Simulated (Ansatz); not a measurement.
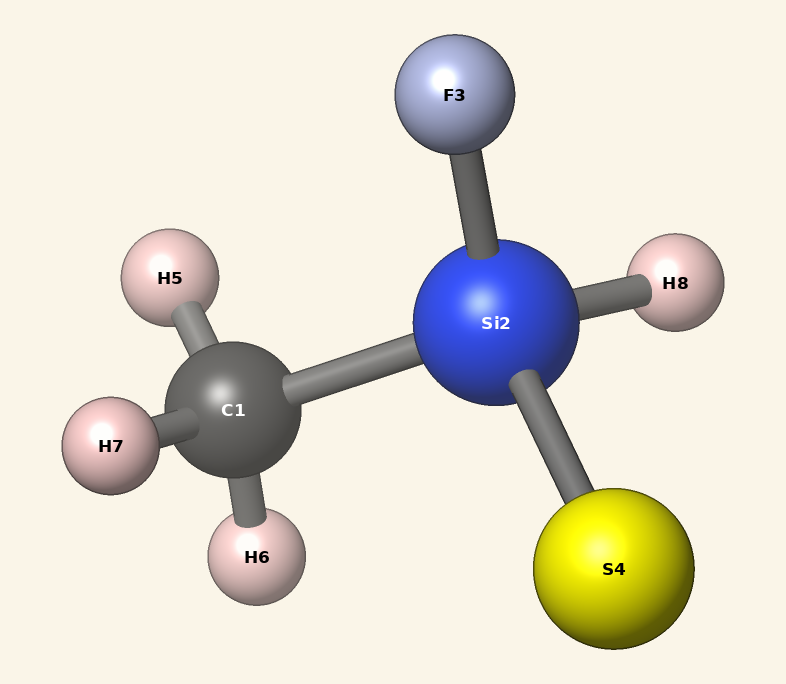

Atoms fade into the background with distance from the viewer. The species is neutral and a spin doublet. Computed geometry: PBE0-D4/def2-TZVP optimisation.

Find the stereocentres and stereogenic double bonds.

Centres: Si2.

Assign CIP descriptors.

Si2: S (priorities S4 > F3 > C1 > H8).

Write the isomeric SMILES.

C[Si@@H](F)[S]
